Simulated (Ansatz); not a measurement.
## Geometry relaxation of SiNH$_{5}$O (part 1 of 2)

The run: geometry relaxation of SiNH$_{5}$O. Method and program: RKS PBE0-D4/def2-TZVP (Ansatz 0.2.0).

Figures and captions count atoms from 1; the log counts them from 0 in places.

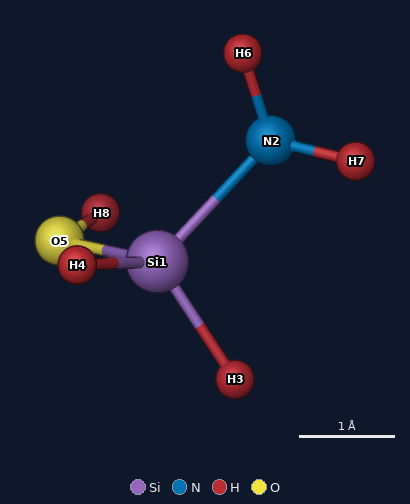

**Figure 1.** The input geometry (ball-and-stick view, seen at a tilt; atoms are numbered from 1 in the order of the input).

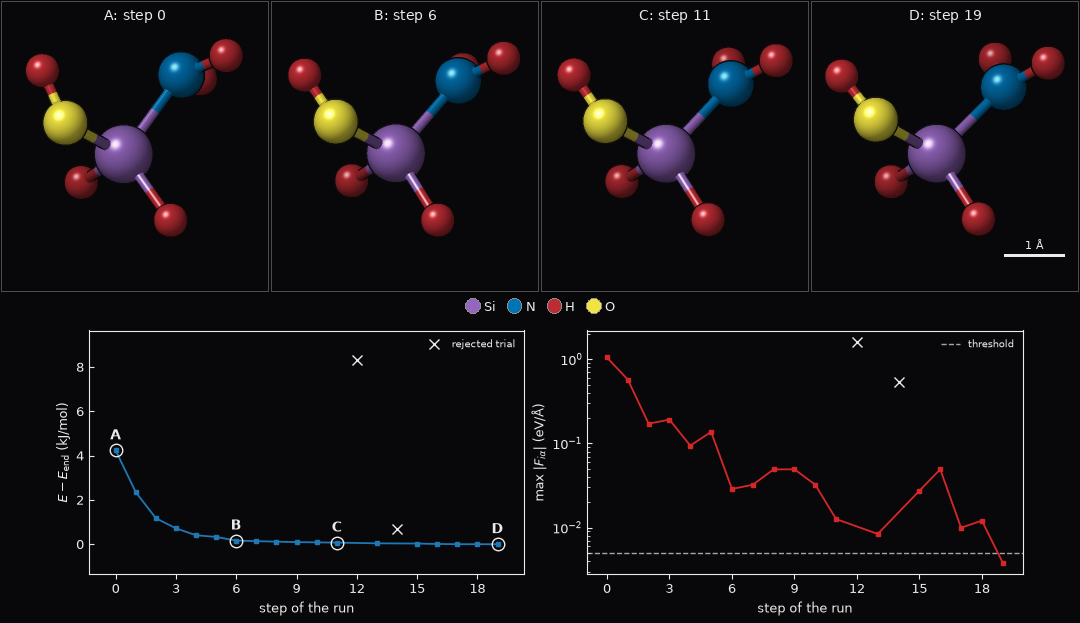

**Figure 2.** Frames of the relaxation (ball-and-stick view, seen at a tilt) above the curves, on which the letters mark them (the first geometry is step 0 here and step 1 in the log).

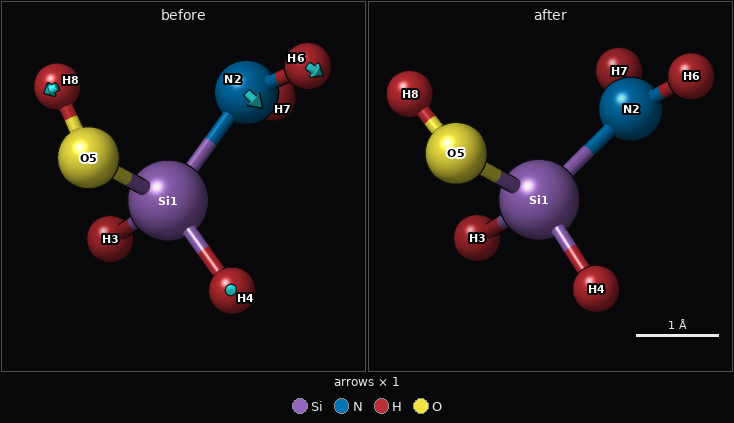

**Figure 3.** Before (left) and after (right) the relaxation, at one scale (ball-and-stick view, seen at a tilt). The teal arrows give the displacements, at true length. The largest move after the best rigid fit is that of H7, 0.42 Å. Largest moves by element: H 0.42 Å, N 0.30 Å, O 0.06 Å, Si 0.05 Å. Among the contacts that change: Si1–N2 1.745 → 1.705 Å, Si1–O5 1.629 → 1.649 Å, O5–H8 0.973 → 0.958 Å, N2–H6 1.011 → 1.006 Å. Among the angles that change: N2–Si1–O5 109.3° → 116.3°, Si1–N2–H6 117.6° → 123.7°, Si1–N2–H7 116.5° → 122.4°. The energy falls by 4.24 kJ/mol in 19 geometry steps. Largest force component: 1.1 eV/Å at the start, 0.0038 eV/Å at the end. The line search rejected the trial steps at points 12, 14 (counted from 0) and went back. (Atoms are counted from 1 in the order of the input.)

The input that produced these results follows, with the program's output.

The input:
```yaml
crystal:
  periodic: [false, false, false]
  atoms:
    - {symbol: Si, position_ang: [-1.161571, 0.527752, 0.000962]}
    - {symbol: N, position_ang: [-0.518383, -1.070872, 0.275381]}
    - {symbol: H, position_ang: [-1.452155, 0.539158, -1.459253]}
    - {symbol: H, position_ang: [-2.396310, 0.827845, 0.766838]}
    - {symbol: O, position_ang: [-0.067768, 1.637777, 0.476181]}
    - {symbol: H, position_ang: [-0.479201, -1.402553, 1.229793]}
    - {symbol: H, position_ang: [-0.872749, -1.806816, -0.319333]}
    - {symbol: H, position_ang: [0.849613, 1.407858, 0.248406]}
basis:
  gaussian: {orbitals: def2-TZVP}
hamiltonian: {xc: pbe0, dispersion: d4}
relax: {f_tol: 0.005, max_steps: 200}
```

Launch command:
```bash
ansatz run in.yaml --threads 4 --pin off --events-out ev --progress --plain --max-ram 9574MiB
```

Output:
```
Functional definition: PBE0
  name "PBE0"
  cite "Adamo & Barone, J. Chem. Phys. 110, 6158 (1999) doi:10.1063/1.478522"
  cite "Perdew, Burke & Ernzerhof, Phys. Rev. Lett. 77, 3865 (1996) doi:10.1103/PhysRevLett.77.3865"
  parent pbe
  parameter a = 0.25
  parameter kappa = 0.804
  parameter beta = 0.06672455060314922
  exchange = (1 - a)*pbe_x(kappa = kappa, mu = beta*pi^2/3) + a*exact_x
  correlation = pbe_c(beta = beta)
794 factors; their error is unknown
mean field evaluation 1: about -11483.5748 eV, gradient 7.3e1 eV
mean field evaluation 2: about -11471.6130 eV, gradient 1.0e2 eV
mean field evaluation 4: about -11492.5856 eV, gradient 3.7e0 eV
mean field evaluation 8: about -11492.6099 eV, gradient 2.3e-2 eV
mean field evaluation 16: about -11492.6482 eV, gradient 4.9e-5 eV
mean field -11492.64817088 eV, -422.3470302831 hartree, gradient 4.9e-5 eV, S^2 0.000000; 0 other end points of the search recorded, 0 dependent functions left out
the calculation of the forces begins
reference -11492.64819797 eV, -422.3470312785 hartree; 17, 17 occupied and 112, 112 virtual orbitals, 794 factors
relax step   1: F+E_penalty+E_count = -11492.74364068 eV  Δ(F+E_penalty+E_count) = +0.000e0 eV  max|allowed force component| = 1.051e0 eV/Å  Δτ_max = 0.0000 Å  (25 SCF iters, accepted)
these checks for a lower state are left out or cut short: starts, cluster_reference, orbital_swaps, neighbouring_geometries, increment
794 factors; their error is unknown
mean field -11492.66772295 eV, -422.3477488083 hartree, gradient 1.3e-5 eV, S^2 0.000000; 0 other end points of the search recorded, 0 dependent functions left out
[... from here on the field's lines of each further geometry are left out, up to the last ...]
relax step   2: F+E_penalty+E_count = -11492.76317226 eV  Δ(F+E_penalty+E_count) = -1.953e-2 eV  max|allowed force component| = 5.747e-1 eV/Å  Δτ_max = 0.0260 Å  (29 SCF iters, accepted)
relax step   3: F+E_penalty+E_count = -11492.77534738 eV  Δ(F+E_penalty+E_count) = -1.218e-2 eV  max|allowed force component| = 1.720e-1 eV/Å  Δτ_max = 0.0351 Å  (30 SCF iters, accepted)
relax step   4: F+E_penalty+E_count = -11492.78010413 eV  Δ(F+E_penalty+E_count) = -4.757e-3 eV  max|allowed force component| = 1.920e-1 eV/Å  Δτ_max = 0.0563 Å  (29 SCF iters, accepted)
relax step   5: F+E_penalty+E_count = -11492.78333629 eV  Δ(F+E_penalty+E_count) = -3.232e-3 eV  max|allowed force component| = 9.432e-2 eV/Å  Δτ_max = 0.0346 Å  (30 SCF iters, accepted)
relax step   6: F+E_penalty+E_count = -11492.78412281 eV  Δ(F+E_penalty+E_count) = -7.865e-4 eV  max|allowed force component| = 1.373e-1 eV/Å  Δτ_max = 0.1014 Å  (28 SCF iters, accepted)
relax step   7: F+E_penalty+E_count = -11492.78582447 eV  Δ(F+E_penalty+E_count) = -1.702e-3 eV  max|allowed force component| = 2.881e-2 eV/Å  Δτ_max = 0.0364 Å  (29 SCF iters, accepted)
relax step   8: F+E_penalty+E_count = -11492.78609446 eV  Δ(F+E_penalty+E_count) = -2.700e-4 eV  max|allowed force component| = 3.229e-2 eV/Å  Δτ_max = 0.0481 Å  (29 SCF iters, accepted)
relax step   9: F+E_penalty+E_count = -11492.78633323 eV  Δ(F+E_penalty+E_count) = -2.388e-4 eV  max|allowed force component| = 4.924e-2 eV/Å  Δτ_max = 0.0099 Å  (29 SCF iters, accepted)
relax step  10: F+E_penalty+E_count = -11492.78655404 eV  Δ(F+E_penalty+E_count) = -2.208e-4 eV  max|allowed force component| = 4.932e-2 eV/Å  Δτ_max = 0.0369 Å  (28 SCF iters, accepted)
relax step  11: F+E_penalty+E_count = -11492.78666172 eV  Δ(F+E_penalty+E_count) = -1.077e-4 eV  max|allowed force component| = 3.237e-2 eV/Å  Δτ_max = 0.0121 Å  (30 SCF iters, accepted)
relax step  12: F+E_penalty+E_count = -11492.78678422 eV  Δ(F+E_penalty+E_count) = -1.225e-4 eV  max|allowed force component| = 1.265e-2 eV/Å  Δτ_max = 0.0185 Å  (28 SCF iters, accepted)
relax step  13: F+E_penalty+E_count = -11492.70133662 eV  Δ(F+E_penalty+E_count) = +8.545e-2 eV  max|allowed force component| = 1.626e0 eV/Å  Δτ_max = 0.1994 Å  (34 SCF iters, rejected (line search))
relax step  14: F+E_penalty+E_count = -11492.78711146 eV  Δ(F+E_penalty+E_count) = -3.272e-4 eV  max|allowed force component| = 8.412e-3 eV/Å  Δτ_max = 0.0372 Å  (28 SCF iters, accepted)
relax step  15: F+E_penalty+E_count = -11492.78018783 eV  Δ(F+E_penalty+E_count) = +6.924e-3 eV  max|allowed force component| = 5.339e-1 eV/Å  Δτ_max = 0.0980 Å  (27 SCF iters, rejected (line search))
relax step  16: F+E_penalty+E_count = -11492.78720971 eV  Δ(F+E_penalty+E_count) = -9.824e-5 eV  max|allowed force component| = 2.739e-2 eV/Å  Δτ_max = 0.0427 Å  (29 SCF iters, accepted)
relax step  17: F+E_penalty+E_count = -11492.78742881 eV  Δ(F+E_penalty+E_count) = -2.191e-4 eV  max|allowed force component| = 4.936e-2 eV/Å  Δτ_max = 0.0116 Å  (30 SCF iters, accepted)
relax step  18: F+E_penalty+E_count = -11492.78751000 eV  Δ(F+E_penalty+E_count) = -8.119e-5 eV  max|allowed force component| = 9.977e-3 eV/Å  Δτ_max = 0.0106 Å  (30 SCF iters, accepted)
relax step  19: F+E_penalty+E_count = -11492.78751605 eV  Δ(F+E_penalty+E_count) = -6.049e-6 eV  max|allowed force component| = 1.210e-2 eV/Å  Δτ_max = 0.0106 Å  (30 SCF iters, accepted)
the calculation of the forces begins
reference -11492.69262956 eV, -422.3486641095 hartree; 17, 17 occupied and 112, 112 virtual orbitals, 794 factors
relax step  20: F+E_penalty+E_count = -11492.78753888 eV  Δ(F+E_penalty+E_count) = -2.283e-5 eV  max|allowed force component| = 3.835e-3 eV/Å  Δτ_max = 0.0031 Å  (30 SCF iters, accepted)
794 factors; their error is unknown
mean field evaluation 160: about -11492.6527 eV, gradient 2.2e-2 eV
mean field -11492.69260206 eV, -422.3486630990 hartree, gradient 5.4e-5 eV, S^2 0.000000; 1 other end points of the search recorded, 0 dependent functions left out
the calculation of the forces begins
reference -11492.69262956 eV, -422.3486641095 hartree; 17, 17 occupied and 112, 112 virtual orbitals, 794 factors
Total energy: -11492.78756638 eV, -422.3521529731 hartree
Atom 0 at    -1.174177     0.495401     0.041654 Å, force    -0.001702    -0.002515    -0.003240 eV/Å
Atom 1 at    -0.800462    -1.141765     0.337986 Å, force     0.000215    -0.001935     0.000004 eV/Å
Atom 2 at    -1.438828     0.560890    -1.420333 Å, force     0.000813     0.000311    -0.001820 eV/Å
Atom 3 at    -2.339103     0.912342     0.852502 Å, force     0.001567    -0.000228     0.001407 eV/Å
Atom 4 at    -0.025946     1.597948     0.473049 Å, force     0.001529     0.000609     0.001427 eV/Å
Atom 5 at    -0.690765    -1.531097     1.258627 Å, force     0.000798    -0.000055    -0.000953 eV/Å
Atom 6 at    -0.463559    -1.756085    -0.382354 Å, force    -0.001739     0.003835     0.003011 eV/Å
Atom 7 at     0.834316     1.522515     0.057843 Å, force    -0.001482    -0.000022     0.000164 eV/Å
Dipole moment:     0.316699    -0.370026    -0.109615 e Å
```

Trajectory as extended XYZ (Å, eV, eV/Å), 20 frames, from step=1 to step=20:
```
8
Properties=species:S:1:pos:R:3:forces:R:3 step=1 energy=-11492.74364
Si   -1.1616    0.5278    0.0010   -0.1146  -1.0511  -0.1249
N    -0.5184   -1.0709    0.2754   -0.3209   0.4340   0.0370
H    -1.4522    0.5392   -1.4593    0.0069   0.0912   0.0144
H    -2.3963    0.8278    0.7668    0.0327   0.1385   0.0220
O    -0.0678    1.6378    0.4762    0.8646   0.1282  -0.0271
H    -0.4792   -1.4026    1.2298    0.0519   0.0070  -0.0499
H    -0.8727   -1.8068   -0.3193    0.0796   0.0378  -0.0235
H     0.8496    1.4079    0.2484   -0.6001   0.2143   0.1520
8
Properties=species:S:1:pos:R:3:forces:R:3 step=2 energy=-11492.76317
Si   -1.1630    0.5126    0.0009   -0.0761  -0.5747  -0.0313
N    -0.5261   -1.0764    0.2836   -0.3011   0.2725  -0.0271
H    -1.4550    0.5503   -1.4582    0.0195   0.0033   0.0067
H    -2.3881    0.8525    0.7677    0.0215   0.0392   0.0103
O    -0.0693    1.6304    0.4778    0.3586   0.1200   0.0233
H    -0.4869   -1.4137    1.2352    0.0459   0.0019  -0.0413
H    -0.8494   -1.8134   -0.3271    0.0814   0.0349   0.0097
H     0.8393    1.4178    0.2390   -0.1497   0.1029   0.0497
8
Properties=species:S:1:pos:R:3:forces:R:3 step=3 energy=-11492.77535
Si   -1.1673    0.4985    0.0074    0.0481   0.1342   0.0047
N    -0.5532   -1.0764    0.2925   -0.1647  -0.1720  -0.0197
H    -1.4465    0.5391   -1.4534   -0.0101  -0.0076  -0.0013
H    -2.3814    0.8739    0.7770    0.0198  -0.0153  -0.0138
O    -0.0657    1.6263    0.4824   -0.1303  -0.0163   0.0142
H    -0.5009   -1.4272    1.2373    0.0411  -0.0202  -0.0353
H    -0.8200   -1.8133   -0.3462    0.0874   0.0831   0.0819
H     0.8365    1.4393    0.2220    0.1088   0.0141  -0.0307
8
Properties=species:S:1:pos:R:3:forces:R:3 step=4 energy=-11492.78010
Si   -1.1622    0.5012    0.0096   -0.0241   0.0095   0.0292
N    -0.6059   -1.0914    0.3053    0.0503   0.0938   0.1718
H    -1.4433    0.5433   -1.4521    0.0411  -0.0235   0.0117
H    -2.3778    0.8848    0.7654   -0.0056   0.0401   0.0356
O    -0.0613    1.6297    0.4891   -0.1920  -0.0753   0.0196
H    -0.4797   -1.4561    1.2373   -0.0251   0.0687  -0.0624
H    -0.8085   -1.8253   -0.3472   -0.0045  -0.1035  -0.1488
H     0.8402    1.4739    0.2117    0.1599  -0.0097  -0.0568
```
